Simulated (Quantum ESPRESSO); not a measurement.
**ZrFe2: magnetism against volume**

Wanted: the trend of the moments of ZrFe2 with volume.

Main program and level: Quantum ESPRESSO 7.5; PBEsol; plane waves with GBRV 1.5 PBEsol potentials, no spin-orbit coupling.

### 1. The structure

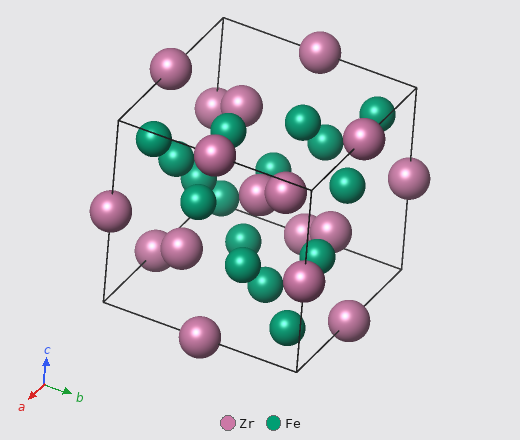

The starting structure, seen from a free direction (zirconium pink, iron teal). This picture shows the conventional cell, with its axes. Some periodic images of atoms are drawn too.

The cell comes from the Crystallography Open Database.

### 2. Volume 0.94, ferro ++++

All lengths scale alike; the factor is that of the volume. Atoms keep their fractional places. Seeded atoms are those given a starting moment.

The input, pw.in:

```
&CONTROL
  calculation = 'scf'
  prefix = 'pwscf'
  outdir = './tmp'
  pseudo_dir = './pseudo'
  disk_io = 'nowf'
  tprnfor = .true.
  tstress = .true.
/
&SYSTEM
  ibrav = 0
  celldm(1) = 8
  nat = 6
  ntyp = 2
  ecutwfc = 40
  ecutrho = 280
  nbnd = 62
  occupations = 'smearing'
  smearing = 'fd'
  degauss = 0.00367493
  nspin = 2
  starting_magnetization(1) = 0
  starting_magnetization(2) = 0.175
/
&ELECTRONS
  conv_thr = 1.2d-08
  electron_maxstep = 150
  mixing_beta = 0.3
/
ATOMIC_SPECIES
Zr     91.2240 zr_pbesol_v1.uspp.F.UPF
Fe     55.8450 fe_pbesol_v1.5.uspp.F.UPF
CELL_PARAMETERS alat
   0.0000000000000    0.8199435143633    0.8199435143633
   0.8199435143633    0.0000000000000    0.8199435143633
   0.8199435143633    0.8199435143633    0.0000000000000
ATOMIC_POSITIONS crystal
Zr      0.0000000000    0.0000000000    0.0000000000
Zr      0.2500000000    0.2500000000    0.2500000000
Fe      0.6250000000    0.6250000000    0.6250000000
Fe      0.1250000000    0.6250000000    0.6250000000
Fe      0.6250000000    0.6250000000    0.1250000000
Fe      0.6250000000    0.1250000000    0.6250000000
K_POINTS automatic
8 8 8 0 0 0
```

Launch:

```bash
$ OMP_NUM_THREADS=1 mpirun -n 4 pw.x -nk 4 -in pw.in > pw.out
```

Output:

```text
Program PWSCF v.7.5 starts

     Message from routine setup:
     using ibrav=0 with symmetry is DISCOURAGED, use correct ibrav instead

     K-points division:     npool     =       4
     Subspace diagonalization in iterative solution of the eigenvalue problem:

     bravais-lattice index     =            0
     lattice parameter (alat)  =       8.0000  a.u.
     unit-cell volume          =     564.4842 (a.u.)^3
     number of atoms/cell      =            6
     number of atomic types    =            2
     number of electrons       =        88.00
     number of Kohn-Sham states=           62
     kinetic-energy cutoff     =      40.0000  Ry
     charge density cutoff     =     280.0000  Ry
     scf convergence threshold =      1.2E-08
     mixing beta               =       0.3000
     number of iterations used =            8  plain     mixing
     Exchange-correlation= SLA  PW   PSX  PSC
                           (   1   4  10   8   0   0   0)

     celldm(1)=   8.000000  celldm(2)=   0.000000  celldm(3)=   0.000000
     celldm(4)=   0.000000  celldm(5)=   0.000000  celldm(6)=   0.000000

     crystal axes: (cart. coord. in units of alat)
               a(1) = (   0.000000   0.819944   0.819944 )
               a(2) = (   0.819944   0.000000   0.819944 )
               a(3) = (   0.819944   0.819944   0.000000 )

     reciprocal axes: (cart. coord. in units 2 pi/alat)
               b(1) = ( -0.609798  0.609798  0.609798 )
               b(2) = (  0.609798 -0.609798  0.609798 )
               b(3) = (  0.609798  0.609798 -0.609798 )

     PseudoPot. # 1 for Zr read from file:
     zr_pbesol_v1.uspp.F.UPF
     Pseudo is Ultrasoft + core correction, Zval = 12.0

     PseudoPot. # 2 for Fe read from file:
     fe_pbesol_v1.5.uspp.F.UPF
     Pseudo is Ultrasoft + core correction, Zval = 16.0

     atomic species   valence    mass     pseudopotential
     Zr               12.00    91.22400     Zr( 1.00)
     Fe               16.00    55.84500     Fe( 1.00)

     Starting magnetic structure
     atomic species   magnetization
     Zr              0.000
     Fe              0.175

     48 Sym. Ops., with inversion, found (24 have fractional translation)

   Cartesian axes

     site n.     atom                  positions (alat units)
         1        Zr     tau(   1) = (   0.0000000   0.0000000   0.0000000  )
         2        Zr     tau(   2) = (   0.4099718   0.4099718   0.4099718  )
         3        Fe     tau(   3) = (   1.0249294   1.0249294   1.0249294  )
         4        Fe     tau(   4) = (   1.0249294   0.6149576   0.6149576  )
         5        Fe     tau(   5) = (   0.6149576   0.6149576   1.0249294  )
         6        Fe     tau(   6) = (   0.6149576   1.0249294   0.6149576  )

     number of k points=    29  Fermi-Dirac smearing, width (Ry)=  0.0037
                       cart. coord. in units 2pi/alat
        k(    1) = (   0.0000000   0.0000000   0.0000000), wk =   0.0019531
        k(    2) = (   0.0762248   0.0762248  -0.0762248), wk =   0.0156250
        k(    3) = (   0.1524495   0.1524495  -0.1524495), wk =   0.0156250
        k(    4) = (   0.2286743   0.2286743  -0.2286743), wk =   0.0156250
        k(    5) = (  -0.3048991  -0.3048991   0.3048991), wk =   0.0078125
        [... 24 further k-points ...]

     Dense  grid:    44735 G-vectors     FFT dimensions: (  60,  60,  60)

     Smooth grid:    19339 G-vectors     FFT dimensions: (  40,  40,  40)

     Check: negative core charge=   -0.000043
     Generating pointlists ...
     new r_m :   0.2804 (alat units)  2.2435 (a.u.) for type    1
     new r_m :   0.2392 (alat units)  1.9133 (a.u.) for type    2

     Initial potential from superposition of free atoms

     starting charge      83.9960, renormalised to      88.0000

     negative rho (up, down):  6.209E-02 6.217E-02
     Starting wfcs are   78 randomized atomic wfcs

     Self-consistent Calculation

     iteration #  1     ecut=    40.00 Ry     beta= 0.30
     Davidson diagonalization with overlap
     ethr =  1.00E-02,  avg # of iterations =  2.2

     negative rho (up, down):  6.100E-02 6.108E-02

     total energy              =   -1198.35946538 Ry
     estimated scf accuracy    <       4.63321202 Ry

     total magnetization       =     7.03 Bohr mag/cell
     absolute magnetization    =     8.17 Bohr mag/cell

     iteration #  2     ecut=    40.00 Ry     beta= 0.30
     Davidson diagonalization with overlap
     ethr =  5.27E-03,  avg # of iterations =  2.0

     negative rho (up, down):  6.085E-02 6.094E-02

     total energy              =   -1198.48186747 Ry
     estimated scf accuracy    <       5.80285666 Ry

     total magnetization       =     5.52 Bohr mag/cell
     absolute magnetization    =     6.98 Bohr mag/cell

     [... further iterations left out ...]

     iteration # 13     ecut=    40.00 Ry     beta= 0.30
     Davidson diagonalization with overlap
     ethr =  2.53E-11,  avg # of iterations =  2.6

     negative rho (up, down):  6.115E-02 6.065E-02

     total energy              =   -1199.18849521 Ry
     estimated scf accuracy    <       0.00000004 Ry

     total magnetization       =     6.06 Bohr mag/cell
     absolute magnetization    =     8.69 Bohr mag/cell

     iteration # 14     ecut=    40.00 Ry     beta= 0.30
     Davidson diagonalization with overlap
     ethr =  2.53E-11,  avg # of iterations =  1.7

     negative rho (up, down):  6.115E-02 6.065E-02

     Magnetic moment per site  (integrated on atomic sphere of radius R)
     atom   1 (R=0.280)  charge=  9.7369  magn= -0.3616
     atom   2 (R=0.280)  charge=  9.7369  magn= -0.3616
     atom   3 (R=0.239)  charge= 14.4225  magn=  1.8284
     atom   4 (R=0.239)  charge= 14.4225  magn=  1.8284
     atom   5 (R=0.239)  charge= 14.4225  magn=  1.8284
     atom   6 (R=0.239)  charge= 14.4225  magn=  1.8284

     End of self-consistent calculation

     [... lines left out ...]
     the Fermi energy is    17.8550 ev

!    total energy              =   -1199.18849523 Ry
     estimated scf accuracy    <          1.6E-09 Ry
     smearing contrib. (-TS)   =      -0.00247078 Ry
     internal energy E=F+TS    =   -1199.18602445 Ry

     The total energy is F=E-TS. E is the sum of the following terms:
     one-electron contribution =    -579.83724187 Ry
     hartree contribution      =     339.49538043 Ry
     xc contribution           =    -151.05516052 Ry
     ewald contribution        =    -807.78900250 Ry

     total magnetization       =     6.06 Bohr mag/cell
     absolute magnetization    =     8.69 Bohr mag/cell

     convergence has been achieved in  14 iterations

     negative rho (up, down):  6.115E-02 6.065E-02

     Forces acting on atoms (cartesian axes, Ry/au):

     atom    1 type  1   force =     0.00000000    0.00000000   -0.00000000
     atom    2 type  1   force =    -0.00000000   -0.00000000    0.00000000
     atom    3 type  2   force =    -0.00000000    0.00000000    0.00000000
     atom    4 type  2   force =    -0.00000000    0.00000000   -0.00000000
     atom    5 type  2   force =    -0.00000000   -0.00000000    0.00000000
     atom    6 type  2   force =     0.00000000   -0.00000000    0.00000000

     Total force =     0.000000     Total SCF correction =     0.000000

     Computing stress (Cartesian axis) and pressure

     negative rho (up, down):  6.115E-02 6.065E-02
          total   stress  (Ry/bohr**3)                   (kbar)     P=      -10.11
  -0.00006875   0.00000000  -0.00000000          -10.11        0.00       -0.00
   0.00000000  -0.00006875   0.00000000            0.00      -10.11        0.00
  -0.00000000  -0.00000000  -0.00006875           -0.00       -0.00      -10.11

=------------------------------------------------------------------------------=
   JOB DONE.
=------------------------------------------------------------------------------=
```

It took 51 s on 4 MPI ranks of AMD EPYC 7R32 (Zen 2), shared host; peak memory 0.69 GiB; 3.4 min of CPU time.

Spin moment in the atom's sphere by atom:

```
atom  spin moment in the atom's sphere (μB)
 Zr1                                  -0.36
 Zr2                                  -0.36
 Fe3                                   1.83
 Fe4                                   1.83
 Fe5                                   1.83
 Fe6                                   1.83
```

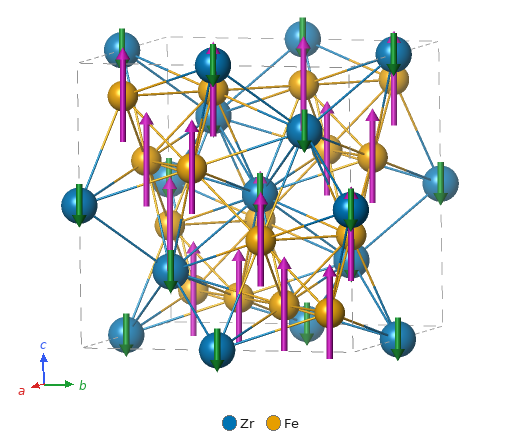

Spin moment in the atom's sphere as arrows, the longest 1.83 μB. Up and down stand for the sign. Arrows give size and sign along the axis of quantisation, drawn up and down the page. Each arrow also spans its atom, so small moments look longer than they are. The two directions have two colours. Some periodic images of atoms are drawn too.

Read from the output:

- smearing term TS: 0.03362 eV
- pressure: -1.011 GPa
- magnetization: 6.063 μB
- absolute magnetization: 8.693 μB
- final state: ferrimagnetic

### 3. Volume 0.94, antiferro ++--

pw.in: that of step 2 with these lines changed.

```diff
@@ -13,6 +13,6 @@
   nat = 6
-  ntyp = 2
+  ntyp = 3
   ecutwfc = 40
   ecutrho = 280
-  nbnd = 62
+  nbnd = 56
   occupations = 'smearing'
@@ -23,2 +23,3 @@
   starting_magnetization(2) = 0.175
+  starting_magnetization(3) = -0.175
 /
@@ -31,3 +32,4 @@
 Zr     91.2240 zr_pbesol_v1.uspp.F.UPF
-Fe     55.8450 fe_pbesol_v1.5.uspp.F.UPF
+Fe1    55.8450 fe_pbesol_v1.5.uspp.F.UPF
+Fe2    55.8450 fe_pbesol_v1.5.uspp.F.UPF
 CELL_PARAMETERS alat
@@ -39,6 +41,6 @@
 Zr      0.2500000000    0.2500000000    0.2500000000
-Fe      0.6250000000    0.6250000000    0.6250000000
-Fe      0.1250000000    0.6250000000    0.6250000000
-Fe      0.6250000000    0.6250000000    0.1250000000
-Fe      0.6250000000    0.1250000000    0.6250000000
+Fe1     0.6250000000    0.6250000000    0.6250000000
+Fe1     0.1250000000    0.6250000000    0.6250000000
+Fe2     0.6250000000    0.6250000000    0.1250000000
+Fe2     0.6250000000    0.1250000000    0.6250000000
 K_POINTS automatic
```

Output:

```text
     [... lines left out ...]
Program PWSCF v.7.5 starts
     [... lines left out ...]
     number of atoms/cell      =            6
     [... lines left out ...]
     number of electrons       =        88.00
     number of Kohn-Sham states=           56
     kinetic-energy cutoff     =      40.0000  Ry
     charge density cutoff     =     280.0000  Ry
     scf convergence threshold =      1.2E-08
     [... lines left out ...]
      8 Sym. Ops., with inversion, found ( 4 have fractional translation)
     [... lines left out ...]
     number of k points=    95  Fermi-Dirac smearing, width (Ry)=  0.0037
     [... lines left out ...]
     iteration # 22     ecut=    40.00 Ry     beta= 0.30
     [... lines left out ...]
     Magnetic moment per site  (integrated on atomic sphere of radius R)
     atom   1 (R=0.280)  charge=  9.7314  magn= -0.0001
     atom   2 (R=0.280)  charge=  9.7314  magn= -0.0001
     atom   3 (R=0.239)  charge= 14.4330  magn=  0.9561
     atom   4 (R=0.239)  charge= 14.4330  magn=  0.9561
     atom   5 (R=0.239)  charge= 14.4331  magn= -0.9539
     atom   6 (R=0.239)  charge= 14.4331  magn= -0.9539
     [... lines left out ...]
     the Fermi energy is    17.7047 ev
!    total energy              =   -1199.15002346 Ry
     estimated scf accuracy    <          9.7E-09 Ry
     smearing contrib. (-TS)   =      -0.00589567 Ry
     [... lines left out ...]
     total magnetization       =     0.00 Bohr mag/cell
     absolute magnetization    =     4.11 Bohr mag/cell
     convergence has been achieved in  22 iterations
     [... lines left out ...]
     Total force =     0.000007     Total SCF correction =     0.000013
     [... lines left out ...]
          total   stress  (Ry/bohr**3)                   (kbar)     P=      -74.84
     [... lines left out ...]
```

Elapsed: 3.4 min, on 4 MPI ranks; peak memory 0.96 GiB; 13 min of CPU time.

Spin moment in the atom's sphere by atom:

```
atom  spin moment in the atom's sphere (μB)
 Zr1                                  0.000
 Zr2                                  0.000
 Fe3                                  0.956
 Fe4                                  0.956
 Fe5                                 -0.954
 Fe6                                 -0.954
```

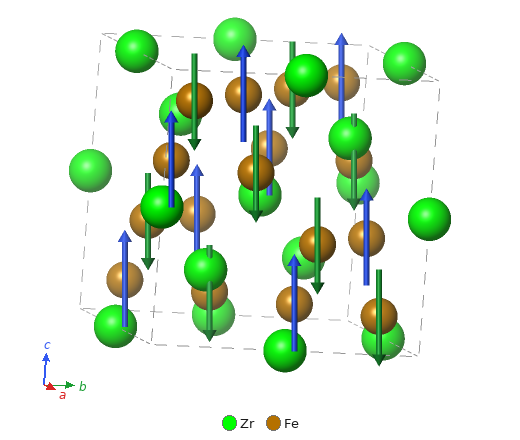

Spin moment in the atom's sphere as arrows, the longest 0.956 μB. Up and down stand for the sign. Arrows give size and sign along the axis of quantisation, drawn up and down the page. The two directions have two colours. Some periodic images of atoms are drawn too.

Read from the output:

- smearing term TS: 0.08021 eV
- pressure: -7.484 GPa
- magnetization: 0 μB
- absolute magnetization: 4.109 μB
- final state: antiferromagnetic

### 4. Volume 0.94, no spin polarisation

The input, pw.in:

```
&CONTROL
  calculation = 'scf'
  prefix = 'pwscf'
  outdir = './tmp'
  pseudo_dir = './pseudo'
  disk_io = 'nowf'
  tprnfor = .true.
  tstress = .true.
/
&SYSTEM
  ibrav = 0
  celldm(1) = 8
  nat = 6
  ntyp = 2
  ecutwfc = 40
  ecutrho = 280
  nbnd = 56
  occupations = 'smearing'
  smearing = 'fd'
  degauss = 0.00367493
/
&ELECTRONS
  conv_thr = 1.2d-08
  electron_maxstep = 150
  mixing_beta = 0.3
/
ATOMIC_SPECIES
Zr     91.2240 zr_pbesol_v1.uspp.F.UPF
Fe     55.8450 fe_pbesol_v1.5.uspp.F.UPF
CELL_PARAMETERS alat
   0.0000000000000    0.8199435143633    0.8199435143633
   0.8199435143633    0.0000000000000    0.8199435143633
   0.8199435143633    0.8199435143633    0.0000000000000
ATOMIC_POSITIONS crystal
Zr      0.0000000000    0.0000000000    0.0000000000
Zr      0.2500000000    0.2500000000    0.2500000000
Fe      0.6250000000    0.6250000000    0.6250000000
Fe      0.1250000000    0.6250000000    0.6250000000
Fe      0.6250000000    0.6250000000    0.1250000000
Fe      0.6250000000    0.1250000000    0.6250000000
K_POINTS automatic
8 8 8 0 0 0
```

Output:

```text
     [... lines left out ...]
Program PWSCF v.7.5 starts
     [... lines left out ...]
     number of atoms/cell      =            6
     [... lines left out ...]
     number of electrons       =        88.00
     number of Kohn-Sham states=           56
     kinetic-energy cutoff     =      40.0000  Ry
     charge density cutoff     =     280.0000  Ry
     scf convergence threshold =      1.2E-08
     [... lines left out ...]
     48 Sym. Ops., with inversion, found (24 have fractional translation)
     [... lines left out ...]
     number of k points=    29  Fermi-Dirac smearing, width (Ry)=  0.0037
     [... lines left out ...]
     iteration # 12     ecut=    40.00 Ry     beta= 0.30
     [... lines left out ...]
     the Fermi energy is    17.6811 ev
!    total energy              =   -1199.14255770 Ry
     estimated scf accuracy    <          6.0E-09 Ry
     smearing contrib. (-TS)   =      -0.00663450 Ry
     [... lines left out ...]
     convergence has been achieved in  12 iterations
     [... lines left out ...]
     Total force =     0.000000     Total SCF correction =     0.000000
     [... lines left out ...]
          total   stress  (Ry/bohr**3)                   (kbar)     P=      -99.88
     [... lines left out ...]
```

It took 24 s on 4 MPI ranks; peak memory 0.51 GiB.

This step gave:

```yaml
smearing_term_ts: 0.09027 eV
pressure: -9.988 GPa
final_state: non-magnetic (no spin polarisation)
```

[end of part 1 of 2]

[Logs and program files are shortened in this print: banners, set-up blocks, solver, clock and traceback lines can be left out without a mark of their own.]

[Logs are printed without paths, hosts, clocks, repeated set-up lines and the standing remarks that a program may print on its own settings, such as how far it seeks lower states.]

[Hosts, paths, dates, database ids (printed as entryN), source tags and the programs' standing remarks are cut or masked in the printed files.]

[Where a cell is said to come from a database of computed structures, the database is the Materials Project.]
